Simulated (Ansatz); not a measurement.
# Li3LaIn2 (built on the sites of a database entry of Li3LaBi2): phonons and vibrational spectra

Wanted: vibrations and spectra of Li3LaIn2 (built on the sites of a database entry of Li3LaBi2); the cell is already relaxed. After the zone centre comes a 3×3×2 q mesh on a 9×9×6 k mesh.

Main program and level: Ansatz 0.2.0; DFT PBEsol, scalar-relativistic, plane waves, PAW.

The structure was built from a prototype and need not be the compound's stable phase.

### Step 1. The starting structure

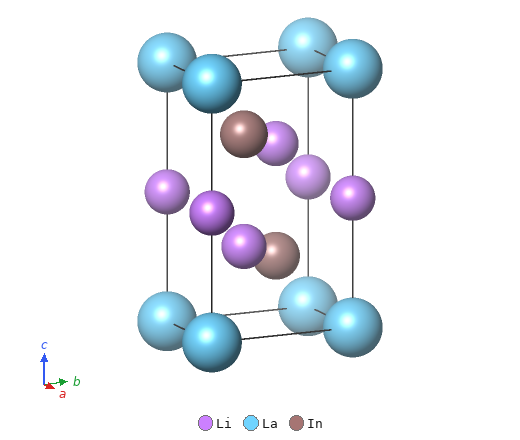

The cell as given, slightly off an axis (lithium purple, lanthanum blue, indium brown). Some periodic images of atoms are drawn too.

### Step 2. Zone-centre response

The cell comes from relaxations at this level that are not shown. The zone centre comes first: it holds the modes that light can see, as far as symmetry allows. No field response is asked, since the mesh shows no gap.

input.yaml reads:

```yaml
crystal:
  lattice:
    - [4.9034678609, 0.0, 0.0]
    - [-2.4517339304, 4.2465277342, 0.0]
    - [0.0, 0.0, 6.5931829754]
  atoms:
    - { symbol: Li, position: [0.3333333333, 0.6666666667, 0.675319603] }
    - { symbol: Li, position: [0.6666666667, 0.3333333333, 0.324680397] }
    - { symbol: Li, position: [0.0, 0.0, 0.5] }
    - { symbol: La, position: [0.0, 0.0, 0.0] }
    - { symbol: In, position: [0.3333333333, 0.6666666667, 0.2421021491] }
    - { symbol: In, position: [0.6666666667, 0.3333333333, 0.7578978509] }
kpoints:
  mp_grid: { grid: [9, 9, 6] }
hamiltonian:
  xc: pbesol
scf:
  occupations: { method: methfessel_paxton, width: 0.2 }
output:
  eigenvalues: true
phonons:
  method: dfpt
```

Started as:

```sh
> ansatz run input.yaml --threads 8 --pin off --max-ram 14336MiB --backend cpu --events-out ev --progress --plain --runs-dir out
```

Numbers of over 12 decimals in the logs are rounded to 6 here.

The program printed:

```text
Engine: ansatz 0.2.0, aarch64-unknown-linux-gnu
Pseudopotentials: kind: paw
Pseudopotential: Li, paw, valence charge 3, recommended cutoff 420 eV (normal), Li.paw.azcp
Pseudopotential: La, paw, valence charge 11, recommended cutoff 420 eV (normal), La.paw.azcp
Pseudopotential: In, paw, valence charge 13, recommended cutoff 420 eV (normal), In.paw.azcp
Functional definition: PBEsol
  exchange = pbesol_x
  correlation = pbesol_c
Crystal: 6 atoms, lattice volume = 137.288 Å³
Basis set: ecut = 420 eV, 2669 PW (Γ), exchange–correlation on 72×72×90 points (8 copies of the dense FFT grid, shifted against one another)
Bands: 29, of which v1, the nominal top of the filled ones, is band 23 counted from 1 (22 counted from 0)
Symmetry: 12 space group operations
k-points: 140 of 486 (irreducible under 2 space group operations, time reversal used)
Non-local potential: Li, projectors of the file, l = 0: 3, l = 1: 2, l = 2: 1
Non-local potential: La, projectors of the file, l = 0: 3, l = 1: 2, l = 2: 2, l = 3: 3
Non-local potential: In, projectors of the file, l = 0: 2, l = 1: 2, l = 2: 2, l = 3: 2
PAW form: soft (Blöchl's): semilocal exchange-correlation on the pseudo side does not see the compensation charge
PAW frozen core: La, regenerated for the run's functional, and the local potential with it (the file was generated under x = pbe(κ = 0.804, μ = 0.219515), c = pbe(β = 0.066725))
PAW frozen core: In, regenerated for the run's functional, and the local potential with it (the file was generated under x = pbe(κ = 0.804, μ = 0.219515), c = pbe(β = 0.066725))
PAW one-centre angular grid: Li, 110 points (default); XC on 64 Gauss nodes
PAW one-centre angular grid: La, 590 points (default); XC on 64 Gauss nodes
PAW one-centre angular grid: In, 590 points (default); XC on 64 Gauss nodes
Initial density: superposition of atomic densities (neutral atoms: chi_scale 0, normalization atom), corrected by the library's trained network
Initial wavefunctions: pseudopotential atomic-orbital guess
Functional: x = pbesol(κ = 0.804, μ = 0.123457), c = pbesol(β = 0.046)
SCF iter   1: F=—  HF=-17822.759858 eV  |F-HF|=—  |Δ(HF+E_count)|=         —  Δρ=3.10e-3  dr2=1.70e-2  ethr=1.77e-3  ⟨swp⟩=5.8  Hψ=17113  notcnv=0
preconditioner: auto → Kerker (q_TF=auto, 2.274 Å⁻¹)  [metal: Δε(μ)=0.005 eV  Ē_g=12.071 eV  σ=0.200 eV  W_gap=0.02  n_scr=22 (ndim 8)  ℏωp=19.5 eV  f_vac=0.000  D(μ)=3.36/eV (n_scr^D=22)]
SCF iter   2: F=—  HF=-17822.755421 eV  |F-HF|=—  |Δ(HF+E_count)|=   4.44e-3  S|Δr|=    0.00e0  Δρ=1.69e-3  dr2=5.96e-3  ethr=3.70e-5  ⟨swp⟩=2.5  Hψ=8380  notcnv=0
SCF iter   3: F=—  HF=-17822.753778 eV  |F-HF|=—  |Δ(HF+E_count)|=   1.64e-3  S|Δr|=    0.00e0  Δρ=4.70e-4  dr2=7.50e-4  ethr=1.30e-5  ⟨swp⟩=2.5  Hψ=7287  notcnv=0
SCF iter   4: F=—  HF=-17822.753623 eV  |F-HF|=—  |Δ(HF+E_count)|=   1.55e-4  S|Δr|=    0.00e0  Δρ=9.63e-5  dr2=2.85e-5  ethr=1.63e-6  ⟨swp⟩=2.0  Hψ=4576  notcnv=0
SCF iter   5: F=—  HF=-17822.753616 eV  |F-HF|=—  |Δ(HF+E_count)|=   7.32e-6  S|Δr|=    0.00e0  Δρ=3.15e-5  dr2=2.87e-6  ethr=6.20e-8  ⟨swp⟩=2.0  Hψ=4839  notcnv=0
SCF iter   6: F=—  HF=-17822.753617 eV  |F-HF|=—  |Δ(HF+E_count)|=   1.24e-6  S|Δr|=    0.00e0  Δρ=8.23e-6  dr2=1.70e-7  ethr=6.25e-9  ⟨swp⟩=2.0  Hψ=4764  notcnv=0
SCF iter   7: F=—  HF=-17822.753617 eV  |F-HF|=—  |Δ(HF+E_count)|=   5.39e-8  S|Δr|=    0.00e0  Δρ=2.80e-6  dr2=1.28e-8  ethr=3.70e-10  ⟨swp⟩=2.0  Hψ=6454  notcnv=0
SCF iter   8: F=—  HF=-17822.753617 eV  |F-HF|=—  |Δ(HF+E_count)|=   2.72e-9  S|Δr|=    0.00e0  Δρ=7.71e-7  dr2=9.32e-10  ethr=2.78e-11  ⟨swp⟩=2.1  Hψ=6927  notcnv=0
SCF iter   9: F=—  HF=-17822.753617 eV  |F-HF|=—  |Δ(HF+E_count)|=  7.28e-11  S|Δr|=    0.00e0  Δρ=1.57e-7  dr2=4.91e-11  ethr=2.03e-12  ⟨swp⟩=2.4  Hψ=7135  notcnv=0
SCF iter  10: F=-17822.753617 eV  HF=-17822.753617 eV  |F-HF|=0.00e0  |Δ(HF+E_count)|=  3.64e-12  S|Δr|=    0.00e0  Δρ=3.33e-8  dr2=2.90e-12  ethr=1.00e-12  ⟨swp⟩=8.9  Hψ=21665  notcnv=0
SCF 1 converged in 10 iterations: F = -17822.753617 eV  dr2 = 2.90e-12
  greatest PAW one-centre occupation: 1.000 electrons in one spin orbital (limit 2), on the Li atom at site 1 (counted from 0), in its partial waves of l = 0
DFPT response loops at Γ: preconditioner auto → Kerker (q_TF=auto, 2.274 Å⁻¹) (partly filled bands, converged f_vac=0.000); β = 1.00, the filter's whole step (`scf.mixing.beta` (0.50) is not read by the response loops under this deck's `scf.mixing.preconditioner`; to damp them name `kerker` or `kerker_dos`, under which they read `scf.mixing.beta`, and type it under 1.00, their step now; both keys bind the ground state too); Broyden in place of MSR1
SCF converged after 10 iterations
Stability not checked: this state was not tested for a lower state beside it, because cold or Methfessel-Paxton smearing, or corrected tetrahedra, fill the levels in a way that the test cannot read (fill_not_monotonic; see scf.lower_state_search)
Free energy (F): -17822.753617 eV
Harris-Foulkes:  -17822.753617 eV  (|F-HF|=0.00e0)
Internal energy: -17822.756100 eV  (E = F + TS)
E sigma→0 (E₀):  -17822.754238 eV
Entropy (-TS):   0.002483 eV (0.414 meV/atom)
Fermi energy:    7.068614 eV
--- Per-component energies (eV) ---
  E_band       = -418.839921
  E_kinetic    = 743.422487
  E_local      = -3321.238286  (includes V_loc(G=0)·N_el)
  E_nonlocal   = 729.786232
  E_hartree    = 1257.968705
  E_xc         = -598.127781
  E_vxc        = -389.297685  (∫ρ·V_xc dr)
  E_paw        = -13550.003590  (= ΣΔE_a)
  E_vpaw       = -697.450192  (= ΣTr[D̂ρ^β])
  E_aug_tail   = 0.000078  (compensation charges beyond the density's cutoff)
  E_ewald      = -3085.205260
  E_core_change = 0.641314  (= ΣΔE_core)
  E_smearing   = 0.002483  (= −TS)
  E_closure    = -0.000000  (closes the sum)
  Σ components = -17822.753617   (vs F -17822.753617, Δ=0.00e0)
--- Band table (eV; the first three rows and the last of 140) ---
  k-point 0: bands = [... 19 lower, 4.6324, 6.4695, 6.4695, 8.4505, 8.4505, 8.4629, 8.7199, 8.7199, ... 2 higher]
  k-point 1: bands = [... 19 lower, 5.1087, 6.5195, 6.5195, 8.3038, 8.3038, 8.3320, 8.6115, 8.6115, ... 2 higher]
  k-point 2: bands = [... 19 lower, 5.9891, 6.6337, 6.6337, 7.8835, 8.1119, 8.1119, 8.3983, 8.3983, ... 2 higher]
  k-point 139: bands = [... 19 lower, 5.2456, 5.3800, 6.1901, 6.6712, 7.5864, 8.1911, 8.8383, 8.8740, ... 2 higher]
--- Phonons (Γ-DFPT): 8 representative perturbations + reference, on 140 of 486 k-points (Σ response iterations 27) ---
  k mesh reduced under 2 symmetry operations, with k and −k counted as one. Each operation leaves every solved perturbation unchanged. A smaller set is not used because it would not reduce the number of displacements times k-points to solve
  ASR residual: 4.530e-5 → 0.000e0 eV/Å²; symmetrization residual: 1.661e-6 eV/Å²
  ASR residual per site (eV/Å²): 4.53e-5 4.53e-5 2.45e-5 1.59e-5 1.01e-5 1.01e-5
  Γ frequencies (cm⁻¹): 0.00 0.00 0.00 61.52 73.63 73.63 105.40 127.72 127.72 197.55 197.55 240.47 242.62 304.33 304.33 305.34 307.85 307.85
  non-analytic LO–TO correction: not included (Born effective charges unavailable; polar crystals: no LO–TO splitting at Γ)
```

The job ended after 74 s (8 threads of Arm Neoverse V2, shared host; peak memory 2.5 GiB; 9 min of CPU time).

This step gave:

```yaml
volume_per_atom: 22.88 Å³
gap_on_the_k_mesh: 0 eV
sum_rule_residual_before_enforcement: 4.53e-5 eV/Å²
point_group: -3m
highest_optical_mode_at_the_zone_centre_no_lo_to_term: 307.9 cm⁻¹
lowest_optical_zone_centre_mode: 61.52 cm⁻¹
```

Patterns of degenerate modes are one choice out of their space. Modes at Γ, with each element's share of the kinetic energy:

| mode | frequency (cm⁻¹) | symmetry | Li % | La % | In % |
| --- | --- | --- | --- | --- | --- |
| 1 | 0.0 | acoustic | 5 | 36 | 59 |
| 2 | 0.0 | acoustic | 5 | 36 | 59 |
| 3 | 0.0 | acoustic | 5 | 36 | 59 |
| 4 | 61.5 | A1g | 2 | 0 | 98 |
| 5 | 73.6 | Eg | 3 | 0 | 97 |
| 6 | 73.6 | Eg | 3 | 0 | 97 |
| 7 | 105.4 | A2u | 2 | 61 | 38 |
| 8 | 127.7 | Eu | 0 | 63 | 36 |
| 9 | 127.7 | Eu | 0 | 63 | 36 |
| 10 | 197.6 | Eu | 96 | 1 | 2 |
| 11 | 197.6 | Eu | 96 | 1 | 2 |
| 12 | 240.5 | A1g | 98 | 0 | 2 |
| 13 | 242.6 | A2u | 95 | 1 | 3 |
| 14 | 304.3 | Eg | 97 | 0 | 3 |
| 15 | 304.3 | Eg | 97 | 0 | 3 |
| 16 | 305.3 | A2u | 98 | 2 | 0 |
| 17 | 307.9 | Eu | 98 | 0 | 2 |
| 18 | 307.9 | Eu | 98 | 0 | 2 |

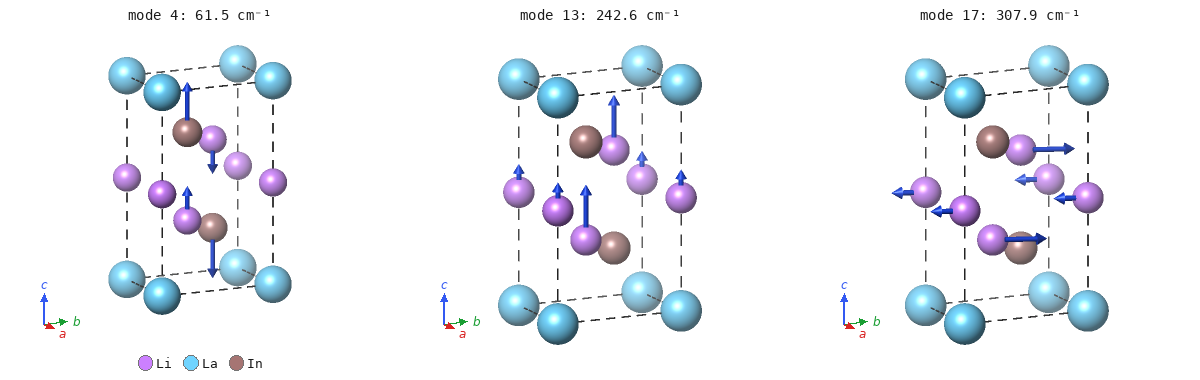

Displacement patterns of modes 4, 13 and 17 at Γ; arrows are exaggerated. Some periodic images of atoms are drawn too.

Before it was imposed, the acoustic sum rule was missed by 4.5e-5 eV/Å². Small misses are needed for a sound result but don't prove that mesh and cutoff are converged. The lowest optical mode is real, 61.5 cm⁻¹.

[end of part 1 of 2]

[Logs are printed without paths, hosts, clocks, repeated set-up lines and the standing remarks that a program may print on its own settings, such as how far it seeks lower states.]

[Hosts, paths, dates, database ids (printed as entryN), source tags and the programs' standing remarks are cut or masked in the printed files.]
